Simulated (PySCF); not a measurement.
C₃H₁₁F₂NSi₂

Input

```
{"job": {"kind": "nmr", "xc": "PBE0", "basis": "pcSseg-1"}, "charge": 0, "multiplicity": 1}
C     -2.953745     0.348113     0.661688
C     -1.727152    -0.380104     0.123747
C     -0.488905     0.509012     0.123857
Si     1.041237    -0.342277    -0.618796
N      1.406490    -1.680020     0.409368
Si     2.908940     0.976269    -0.517080
F      4.147644     0.169070    -1.152637
F      2.789731     2.175323    -1.580261
H     -3.821656    -0.308066     0.665815
H     -3.180599     1.215669     0.045197
H     -2.776169     0.689664     1.679568
H     -1.537990    -1.263764     0.736959
H     -1.929439    -0.723569    -0.893080
H     -0.713625     1.417154    -0.438720
H     -0.284980     0.824671     1.148788
H      0.676712    -0.725728    -2.007263
H      2.265754    -2.189985     0.281015
H      0.673142    -2.316897     0.675796
H      3.494806     1.614714     0.648576
```

Command:

```sh
OMP_NUM_THREADS=1 python probes_run.py task.json out
```

Geometry: GFN2-xTB.

All numbers below come from PBE0/pcSseg-1, SCF density, gas phase, non-relativistic in PySCF 2.14.0.

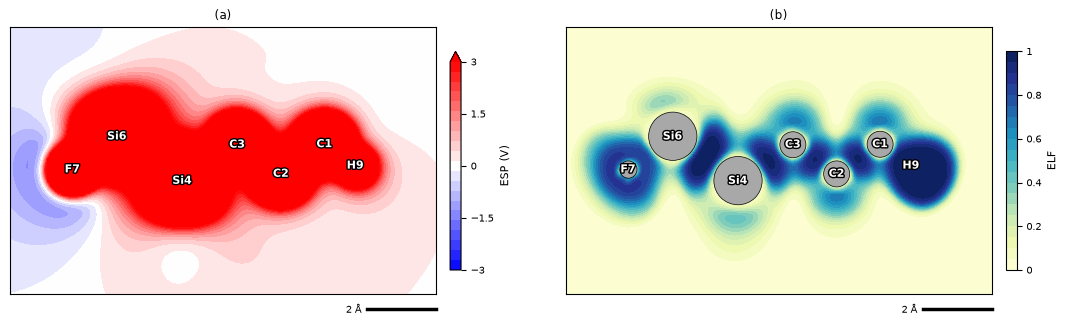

Figure 1. (a) electrostatic potential; (b) ELF on the plane of atoms C1, C2 and C3. Grey discs cover the atomic cores in the ELF map.

Q: What does the map show?

A:
- Atoms in the plane: C, Si, F and H.
- C–C (1.52 Å): the ELF peaks at about 0.95 between the atoms; a shared electron pair.
- Si–F (1.61 Å): the ELF peaks at about 0.85 in the valence shell of F, 0.6 Å from its nucleus, and is about 0.50 at the midpoint.
- C–Si (1.90 Å): the ELF peaks at about 0.95 between the atoms, as expected for localised, covalent bonding.
- Si–Si (2.29 Å): the ELF peaks at about 1 between the atoms, as expected for localised, covalent bonding.
- C–H (1.09 Å): the ELF climbs to about 1 towards the hydrogen, as it does in any bond to H; a covalent bond by its length.
- The ELF also peaks beside F7, away from the bonds: lone-pair regions.
- Outside the dense part of the molecule the potential is most negative (−1.3 V) near F7.

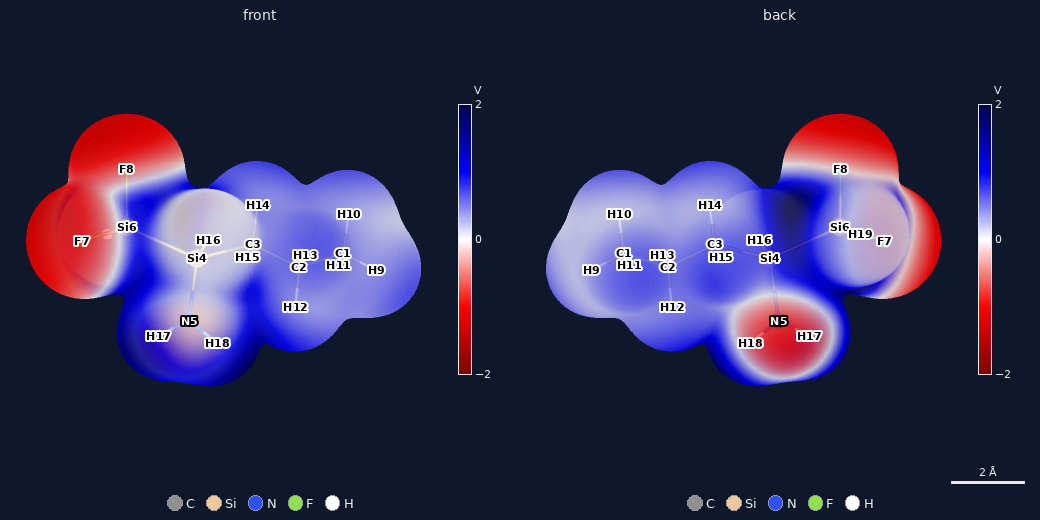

Figure 2. The molecular electrostatic potential painted on the density surface at 0.002 e/bohr³, seen from the front and from behind; the colour scale runs from red (negative) to blue (positive).

Q: Describe the electrostatic potential map.

A: The most negative region (about −1.2 V) lies over F7 and F8, the most positive (about +1.9 V) over Si6 and H18.

Q: What dipole moment does the calculation give?

A: Its dipole moment is 3.64 D.
